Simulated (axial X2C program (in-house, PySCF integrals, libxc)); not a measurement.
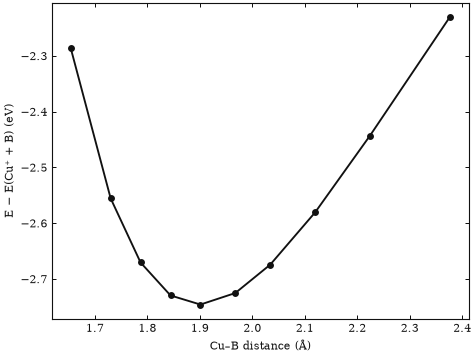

Fig. 1: Energy at 10 bond lengths, for one set of occupations held fixed; the line joins the points. A polynomial of degree 6 through 9 points gives rₑ = 1.899 Å, ωₑ = 535.6 cm⁻¹, ωₑxₑ = 5.7 cm⁻¹ and Bₑ = 0.4990 cm⁻¹. The minimum lies 2.75 eV below Cu⁺ + B, each computed as one determinant at the same level.

# Relativistic diatomic calculation for CuB⁺

- system: CuB⁺, single determinant with Ω = 1/2.
- method: PBE0, two-component X2C with atomic mean-field Coulomb and Gaunt terms, Cu dyall-cv3z, B dyall-v3z (cores contracted) (axial X2C program (in-house, PySCF integrals, libxc))

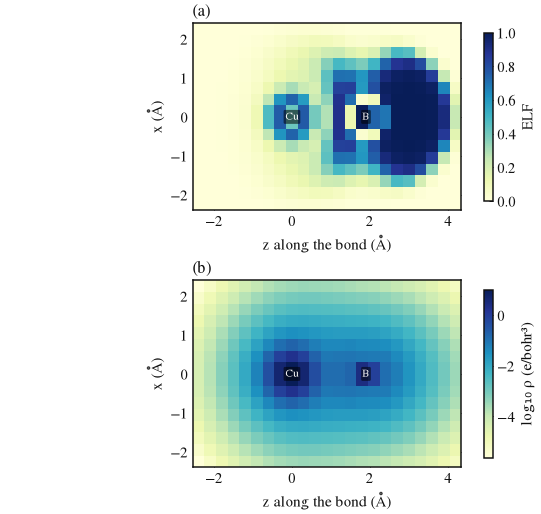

Fig. 2: (a) electron localisation function; (b) electron density on a logarithmic scale, in a plane that holds the axis, at 1.90 Å, on points 0.3 Å apart (one half computed, the other mirrored); the structure near the nuclei is finer than these points.

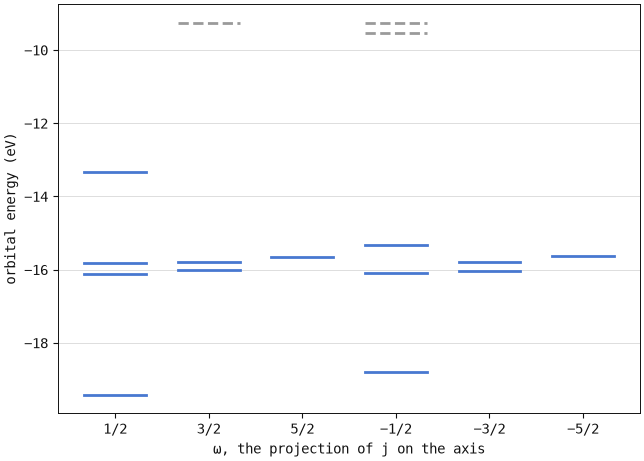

Fig. 3: Orbital energies near the frontier at 1.90 Å, filled (solid) and empty (dashed). The highest filled spinor (1/2; 64 % B p, 22 % Cu s) lies at −13.33 eV, the lowest empty one (−1/2; 48 % B p, 31 % Cu s) at −9.53 eV.

Input and output of the run follow.

## Input file
```
{"zs": [29, 5], "q": 1, "bas": ["dyall-cv3z", "dyall-v3z"], "levels": ["PBE0", "HF", "B97-3"], "cc": true, "r0": 1.97, "thr": -2.0, "nmax": 90, "npts": 10, "nst": 2, "ntry": 6}
```

The line is the task of a batch: nuclear charges, charge, bases, the levels to run, a first guess of the distance and further settings. This report covers PBE0 with spin-orbit coupling. The log is that of the reference distance 1.901 Å, started from orbitals converged before.

Launched within a batch (the task file carries these settings):
```bash
python <driver script> task.json out
```

## Output
```
two-component X2C + atomic mean field  PBE0
basis functions 147  fitting functions 850  grid points 5075
iter        total energy     max residual
   1      -1678.523327319     8.15e-05
   2      -1678.523327339     3.18e-05
   3      -1678.523327346     3.26e-05
   4      -1678.523327349     7.03e-06
converged
one-electron -2407.42647794  Coulomb 760.49797374  exact exchange -17.48326955  xc functional -53.96543405  nuclear repulsion 40.36333276  atomic mean-field constant -0.50945232
```

## The points of the curve

| R (Å) | E (hartree) | dipole (D; origin at the first atom, positive when the second is positive) | highest filled (eV) | lowest empty (eV) |
| --- | --- | --- | --- | --- |
| 1.654 | −1678.506443 | 1.61 | −13.37 | −9.47 |
| 1.730 | −1678.516330 | 1.85 | −13.37 | −9.49 |
| 1.787 | −1678.520556 | 2.03 | −13.37 | −9.50 |
| 1.844 | −1678.522727 | 2.21 | −13.35 | −9.52 |
| 1.901 | −1678.523327 | 2.39 | −13.33 | −9.53 |
| 1.968 | −1678.522568 | 2.60 | −13.29 | −9.54 |
| 2.034 | −1678.520696 | 2.81 | −13.24 | −9.54 |
| 2.120 | −1678.517254 | 3.06 | −13.16 | −9.54 |
| 2.224 | −1678.512196 | 3.35 | −13.06 | −9.52 |
| 2.376 | −1678.504386 | 3.76 | −12.88 | −9.47 |

## Summary

| quantity | value |
| --- | --- |
| outcome | converged |
| bond length rₑ | 1.899 Å |
| ωₑ | 535.6 cm⁻¹ |
| energy at the minimum | −1678.52333 hartree |
| depth below the fragments | 2.75 eV |
| hardware | 1 thread of Arm Neoverse V1, 24 GiB of memory available, shared host |
| wall time | 5.9 s |
| peak memory | 0.78 GiB |
